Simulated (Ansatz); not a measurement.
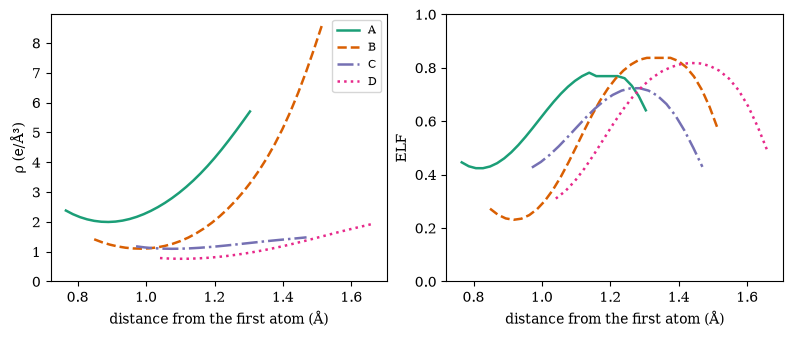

Figure. ClFMoOS (SMILES [O]=[Mo]([F])(=[S])[Cl]). Electron density and ELF along straight lines between neighbouring atoms. The curves leave out the atomic cores.

Geometry: PBE0-D4/def2-SVP; core potentials replace the inner electrons of Mo.

Theory: Ansatz 0.2.0, isolated molecule in a Gaussian basis; Kohn-Sham density functional theory, functional PBE0.

```yaml
atoms:
  - { symbol: Cl, position_ang: [-3.5889, -1.6764, 0.8855] }
  - { symbol: F, position_ang: [-2.0279, -0.6154, -1.9513] }
  - { symbol: Mo, position_ang: [-1.9640, -0.4905, -0.1224] }
  - { symbol: O, position_ang: [-2.0893, 1.0905, 0.3522] }
  - { symbol: S, position_ang: [-0.1083, -1.1918, 0.5622] }
```

Which curve belongs to which contact (Mo–Cl, Mo–F, Mo–O and Mo–S)? The first atom named is at distance zero.

Answer. Curve A: Mo–O (1.66 Å): ρ is about 2.1 e/Å³ halfway; the ELF peaks at about 0.80 in the valence shell of O, 0.5 Å from its nucleus, and drops to about 0.40 between the two atoms. Curve B: Mo–F (1.83 Å): ρ is about 1.2 e/Å³ halfway; the ELF peaks at about 0.85 in the valence shell of F, 0.5 Å from its nucleus, and drops to about 0.25 between the two atoms. Curve C: Mo–S (2.10 Å): the density is about 1.1 e/Å³ at the midpoint; the ELF peaks at about 0.70 in the valence shell of S, 0.8 Å from its nucleus, and is about 0.50 at the midpoint. Curve D: Mo–Cl (2.25 Å): the density is about 0.76 e/Å³ at the midpoint; the ELF peaks at about 0.80 in the valence shell of Cl, 0.8 Å from its nucleus, and is about 0.40 at the midpoint.
